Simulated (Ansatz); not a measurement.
BFH4Si···H2O

Input

```
crystal:
  periodic: [false, false, false]
  atoms:
    - { symbol: B, position_ang: [0.144008, 0.42876, -0.362542] }
    - { symbol: O, position_ang: [-0.327971, -0.30037, 2.086232] }
    - { symbol: H, position_ang: [-1.268498, -0.072933, 2.236116] }
    - { symbol: F, position_ang: [1.316508, -0.199076, -0.541336] }
    - { symbol: H, position_ang: [-0.84457, -0.108077, -0.823877] }
    - { symbol: Si, position_ang: [0.136173, 2.235605, 0.448674] }
    - { symbol: H, position_ang: [1.076617, 2.32748, 1.630678] }
    - { symbol: H, position_ang: [0.56085, 3.331967, -0.493143] }
    - { symbol: H, position_ang: [-1.223939, 2.627462, 0.970394] }
    - { symbol: H, position_ang: [0.155722, 0.483884, 2.456505] }
basis:
  gaussian: { orbitals: "6-31G*" }
hamiltonian:
  xc: pbe
  dispersion: d4
relax:
  f_tol: 0.03
  max_steps: 50
output:
  orbitals: {}
```

Run with:

```sh
ansatz run input.yaml --threads 1 --pin off --max-ram 2048MiB --backend cpu --events-out ev --progress --plain --runs-dir out
```

The fields are those of the run's last geometry, not of the input's.

The calculation used Ansatz, RKS PBE-D4/6-31G*.

Question: What can the converged electron density and electron localisation function tell about the bonding?

Answer: B–F (1.37 Å): ρ at the midpoint is about 1.9 e/Å³; the ELF peaks at about 0.85 between the atoms (a shared but strongly polarised pair).
Si–B (2.06 Å): ρ at the midpoint is about 0.77 e/Å³; the ELF peaks at about 1 between the atoms, as expected for a covalent bond.
Si–H (1.51 Å): ρ is about 0.73 e/Å³ halfway; the ELF climbs to about 1 towards the hydrogen, as it does in any bond to H.

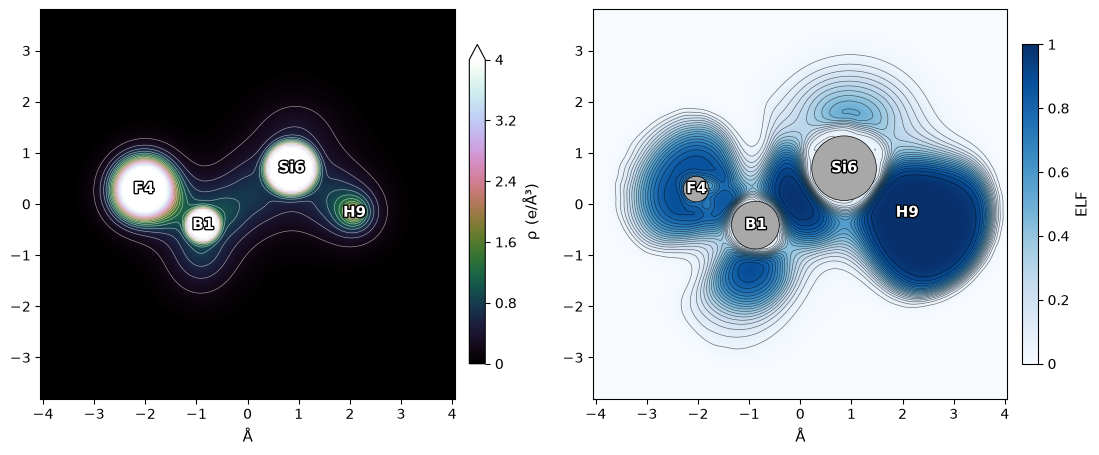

Computed electron density and electron localisation function on the plane of atoms B1, Si6 and H9, in this order. Grey discs cover the atomic cores in the ELF map. 
